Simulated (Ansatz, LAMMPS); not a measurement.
# Amorphous Si0.8Ge0.2 (141 atoms) under strain, part 3 of 3

How stiff is amorphous Si0.8Ge0.2 (141 atoms), and how do its levels respond to strain?

Ansatz 0.2.0; Kohn-Sham DFT, LDA, PAW (set soft_2), plane waves.

The cell: 113 Si and 28 Ge. The quench rate of 10 K/ps is orders of magnitude faster than experiment. The network of bonds at the start is that of the classical potential that made the cell. The Brillouin zone is sampled at Γ only.

So far. Step 10 (Stretched by 1 % along x): The relaxation converged after 3 steps, 0.0469 eV below its start, with a largest force component of 0.033 eV/Å. Step 10 (Stretched by 1 % along x): Stretched by 1 % along x: the energy stands 0.102 eV above that of the reference, at a pressure of -0.732 GPa.

### 11. Compressed by 1 % along x

The relaxed cell is strained along x alone, which gives the stiffness along x and its coupling to y and z.

Input file input.yaml:

```yaml
crystal:
  lattice:
    - [13.97511, -0.10872, 0.02878]
    - [-0.10763, 13.89808, -0.0163]
    - [0.02849, -0.0163, 14.39381]
  atoms:
    [... the 141 atom lines of step 4 ...]
kpoints:
  mp_grid: { grid: [1, 1, 1] }
hamiltonian:
  xc: lda
scf:
  occupations: { method: fermi_dirac, width: 0.025 }
output:
  forces: true
  eigenvalues: true
  stress: true
relax:
  f_tol: 0.05
  max_steps: 70
```

The run is started by

```sh
ansatz run input.yaml --threads 8 --pin off --max-ram 15872MiB --backend cpu --events-out ev --progress --plain --runs-dir out
```

Numbers of over 12 decimals in the logs are rounded to 6 here.

Output:

```text
[...]
Crystal: 141 atoms, lattice volume = 2795.486 Å³
Basis set: ecut = 420 eV, 54685 PW (Γ)
Bands: 563, of which v1, the nominal top of the filled ones, is band 422 counted from 1 (421 counted from 0)
Symmetry: 1 space group operations
[...]
k-points: 1
[...]
SCF iter   1: F=—  HF=-186786.828373 eV  |F-HF|=—  |Δ(HF+E_count)|=         —  Δρ=4.97e-3  dr2=1.16e0  ethr=1.77e-3  ⟨swp⟩=6.0  Hψ=2353  notcnv=0  defer=50
[...]
SCF iter   5: F=—  HF=-186786.528833 eV  |F-HF|=—  |Δ(HF+E_count)|=   1.57e-4  Δρ=5.23e-5  dr2=8.90e-5  ethr=6.25e-8  ⟨swp⟩=2.0  Hψ=860  notcnv=0  defer=125
SCF iter   6: F=-186786.528789 eV  HF=-186786.528790 eV  |F-HF|=7.52e-7  |Δ(HF+E_count)|=   4.25e-5  Δρ=1.56e-5  dr2=1.35e-5  ethr=7.41e-9  ⟨swp⟩=12.0  Hψ=2727  notcnv=0
SCF 1 converged in 6 iterations: F = -186786.528789 eV  dr2 = 1.35e-5
[...]
relax step   1: F+E_penalty+E_count = -186786.52878949 eV  Δ(F+E_penalty+E_count) = +0.000e0 eV  max|allowed force component| = 1.508e-1 eV/Å  Δτ_max = 0.0000 Å  (6 SCF iters, dr2 threshold 6.25e-5 eV, accepted)
[...]
relax step   2: F+E_penalty+E_count = -186786.57174518 eV  Δ(F+E_penalty+E_count) = -4.296e-2 eV  max|allowed force component| = 5.670e-2 eV/Å  Δτ_max = 0.0201 Å  (7 SCF iters, accepted)
[...]
relax step   3: F+E_penalty+E_count = -186786.58097072 eV  Δ(F+E_penalty+E_count) = -9.226e-3 eV  max|allowed force component| = 2.644e-2 eV/Å  Δτ_max = 0.0158 Å  (6 SCF iters, accepted)
SCF converged after 6 iterations
Free energy (F): -186786.580971 eV
[...]
Internal energy: -186786.576118 eV  (E = F + TS)
E sigma→0 (E₀):  -186786.578544 eV
Entropy (-TS):   -0.004853 eV (-0.034 meV/atom)
Fermi energy:    7.001369 eV
[...]
Σ components = -186786.580971   (vs F -186786.580971, Δ=0.00e0)
--- Forces (eV/Å), atoms counted from 1 ---
  atom   1  Si     0.00587979    -0.00279548    -0.00057107
  atom   2  Si     0.00815063     0.01092128    -0.01309760
  atom   3  Si    -0.00431419     0.01240738    -0.00074574
  atom   4  Si    -0.00152358     0.00108313    -0.00711482
[...]
atom 141  Ge    -0.00184576     0.00482707     0.00430048
  max |Σ_I F_I| component: 4.19e-5 eV/Å
--- Stress (GPa, compression-positive) ---
        1.154840       0.034007       0.040407
        0.034007       0.530566      -0.016028
        0.040407      -0.016028       0.537519
  P = ⅓ Tr σ = 0.7410 GPa (7.410 kbar)
--- Band table (eV) ---
[...]
--- Relaxed structure (3 steps of the walk, 3 accepted, 0 SCFs on fresh bases) ---
  F+E_penalty+E_count = -186786.58097072 eV   max|allowed force component| = 2.644e-2 eV/Å
  atoms:
    - { symbol: Si, position: [0.076761, 0.128853, 0.395439] }
    - { symbol: Si, position: [0.110276, 0.649806, 0.417761] }
    - { symbol: Si, position: [0.572302, 0.594802, 0.597307] }
    - { symbol: Si, position: [0.054337, 0.282568, 0.331582] }
[...]
- { symbol: Ge, position: [0.685269, 0.348301, 0.00371818] }
```

Elapsed: 87 s, on 8 threads of Arm Neoverse V1, shared host; peak memory 3.9 GiB.

The relaxation converged after 3 steps, 0.0522 eV below its start, with a largest force component of 0.026 eV/Å.

Compressed by 1 % along x: the energy stands 0.0995 eV above that of the reference, at a pressure of 0.741 GPa.

### 12. Sheared by 2 % in xy

A shear of the relaxed cell gives the modulus that volume changes can't reach.

input.yaml, the sections that differ from step 11:

```yaml
crystal:
  lattice:
    - [14.11518, 0.03244, 0.02878]
    - [0.03026, 13.89699, -0.0163]
    - [0.02862, -0.01601, 14.39381]
  atoms:
    [... the 141 atom lines of step 4 ...]
# kpoints, hamiltonian, scf, output, relax: as in step 11
```

Output:

```text
[...]
Crystal: 141 atoms, lattice volume = 2823.439 Å³
Basis set: ecut = 420 eV, 55167 PW (Γ)
Bands: 563, of which v1, the nominal top of the filled ones, is band 422 counted from 1 (421 counted from 0)
Symmetry: 1 space group operations
[...]
k-points: 1
[...]
SCF iter   1: F=—  HF=-186786.741364 eV  |F-HF|=—  |Δ(HF+E_count)|=         —  Δρ=4.95e-3  dr2=1.17e0  ethr=1.77e-3  ⟨swp⟩=6.0  Hψ=2352  notcnv=0  defer=49
[...]
SCF iter   6: F=-186786.443762 eV  HF=-186786.443763 eV  |F-HF|=7.06e-7  |Δ(HF+E_count)|=   4.11e-5  Δρ=1.60e-5  dr2=1.44e-5  ethr=7.41e-9  ⟨swp⟩=13.0  Hψ=2737  notcnv=0
SCF 1 converged in 6 iterations: F = -186786.443762 eV  dr2 = 1.44e-5
[...]
relax step   1: F+E_penalty+E_count = -186786.44376185 eV  Δ(F+E_penalty+E_count) = +0.000e0 eV  max|allowed force component| = 2.540e-1 eV/Å  Δτ_max = 0.0000 Å  (6 SCF iters, dr2 threshold 6.25e-5 eV, accepted)
[...]
relax step   2: F+E_penalty+E_count = -186786.52998476 eV  Δ(F+E_penalty+E_count) = -8.622e-2 eV  max|allowed force component| = 9.505e-2 eV/Å  Δτ_max = 0.0197 Å  (6 SCF iters, dr2 threshold 4.03e-6 eV, accepted)
[...]
relax step   3: F+E_penalty+E_count = -186786.54659795 eV  Δ(F+E_penalty+E_count) = -1.661e-2 eV  max|allowed force component| = 2.988e-2 eV/Å  Δτ_max = 0.0173 Å  (6 SCF iters, accepted)
SCF converged after 6 iterations
Free energy (F): -186786.546598 eV
[...]
Internal energy: -186786.540317 eV  (E = F + TS)
E sigma→0 (E₀):  -186786.543458 eV
Entropy (-TS):   -0.006281 eV (-0.045 meV/atom)
Fermi energy:    6.892320 eV
[...]
--- Forces (eV/Å), atoms counted from 1 ---
  atom   1  Si    -0.00205769     0.00751678     0.00920820
  atom   2  Si     0.00495577     0.00793145    -0.00304668
  atom   3  Si    -0.00080184     0.00364114     0.00203893
  atom   4  Si    -0.00224402    -0.00715787    -0.00097131
  atom   5  Si     0.00093620    -0.00251441     0.00950254
  atom   6  Si     0.00733022     0.00840114     0.00236191
  atom   7  Si     0.00451706     0.00226450     0.00100398
  atom   8  Si    -0.01110907     0.00127637    -0.01865035
  atom   9  Si     0.00341424    -0.00245868    -0.00272345
  atom  10  Si    -0.00118958    -0.00521336    -0.00578199
  atom  11  Si    -0.00474945    -0.00242198    -0.00036630
  atom  12  Si    -0.00325375    -0.01053400     0.00361609
  atom  13  Si     0.00372498    -0.00624741    -0.01245970
  atom  14  Si    -0.01152049    -0.00929667    -0.00159435
[...]
atom 140  Ge    -0.00098029    -0.00710997     0.00337171
  atom 141  Ge    -0.00511110    -0.00297152    -0.00418003
  max |Σ_I F_I| component: 6.84e-5 eV/Å
--- Stress (GPa, compression-positive) ---
       -0.080674      -0.758554       0.027061
       -0.758554       0.020717      -0.037036
        0.027061      -0.037036      -0.034625
  P = ⅓ Tr σ = -0.0315 GPa (-0.315 kbar)
--- Band table (eV) ---
[...]
--- Relaxed structure (3 steps of the walk, 3 accepted, 0 SCFs on fresh bases) ---
  F+E_penalty+E_count = -186786.54659795 eV   max|allowed force component| = 2.988e-2 eV/Å
  atoms:
    - { symbol: Si, position: [0.077955, 0.129972, 0.396948] }
    - { symbol: Si, position: [0.109685, 0.649520, 0.418098] }
    - { symbol: Si, position: [0.571608, 0.594582, 0.596377] }
    - { symbol: Si, position: [0.055338, 0.284206, 0.332632] }
[...]
- { symbol: Ge, position: [0.685726, 0.350118, 0.00289562] }
```

Wall time 86 s (8 threads); peak memory 3.9 GiB.

The relaxation converged after 3 steps, 0.103 eV below its start, with a largest force component of 0.030 eV/Å.

Sheared by 2 % in xy: the energy stands 0.134 eV above that of the reference, at a pressure of -0.0315 GPa.

### 13. Pressure against volume

Atoms are relaxed at each volume, in the scaled cell.

```csv
volume change (%),volume (Å³/atom),energy change (meV/atom),pressure (GPa),largest move on relaxing (Å),bonds,gap (eV)
-10,18.024,41.59,7.78,1.57,302,0.229
-6,18.825,13.10,4.43,1.14,291,0.229
-3,19.426,4.22,2.32,0.09,288,0.239
+0,20.026,0.00,-0.01,-,288,0.246
+3,20.627,3.91,-2.02,0.08,286,0.250
+6,21.228,14.79,-3.74,0.17,285,0.250
```

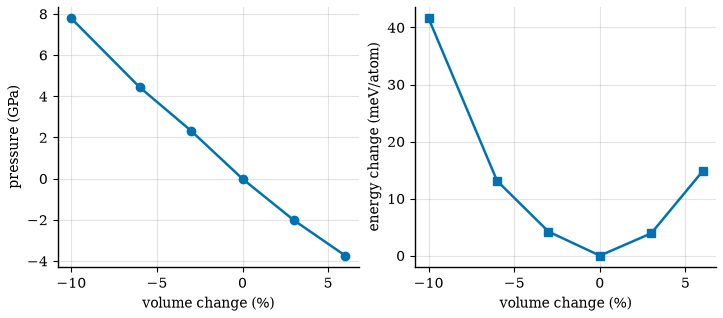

Pressure and energy against volume.

### 14. Uniaxial strain and shear

Stress (GPa, compression positive) less that of the relaxed cell, atoms relaxed:

```csv
strain,xx,yy,zz,xy,energy change (meV/atom)
stretched by 1 % along x,-1.138,-0.511,-0.518,-0.038,0.72
compressed by 1 % along x,1.163,0.543,0.547,0.036,0.71
sheared by 2 % in xy,-0.073,0.033,-0.025,-0.756,0.95
```

### 15. Outcome

The bulk modulus, from the slope of pressure against ln V over the three points nearest the relaxed volume, is 72.4 GPa; between neighbouring points the slope runs 77, 67, 77, 68 and 60 GPa from the smallest volume up, without a steady fall, so no pressure derivative is given. The count of bonds runs from 285 to 302 over the series, so at some points contacts cross the cutoffs. At -10 % and -6 % some atom moved by over 0.5 Å on relaxing, so those points may sit in another local minimum. The gap goes from 0.229 eV at the smallest volume to 0.250 eV at the largest, +0.2 eV per unit of ln V by a straight line, on the run's k-points. In the Cartesian axes of the cell, finite differences give C11 = 115, C12 = 52.7, C13 = 53.3 and C66 = 37.8 GPa (the shear of 2 % is the engineering strain, εxy = 0.01). The mean of C11, C12 and C13, which equals the bulk modulus in a cubic or isotropic solid, is 73.7 GPa: it agrees with the bulk modulus within 10 %. For an isotropic solid C66 would equal (C11 − C12)/2 = 31.2 GPa; so small a sample needn't be isotropic, and C66 rests on one shear. With the bulk modulus and C66 as K and G, Young's modulus would be about 97 GPa and Poisson's ratio 0.28.

**Limits.** Strains are finite and relaxations stop at the force tolerance of the input, which can leave moduli too stiff; they are those of a static cell at zero temperature. Volumes are changed with the cell's shape held, so in an anisotropic solid the modulus lies over the one under free hydrostatic load. The program notes that the SCF threshold of the relaxations is loose for the stress.

The DFT runs together took 43 min of wall time.

[Logs are printed without paths, hosts, clocks, repeated set-up lines and the standing remarks that a program may print on its own settings, such as how far it seeks lower states.]

[Hosts, paths, dates, database ids (printed as entryN), source tags and the programs' standing remarks are cut or masked in the printed files.]
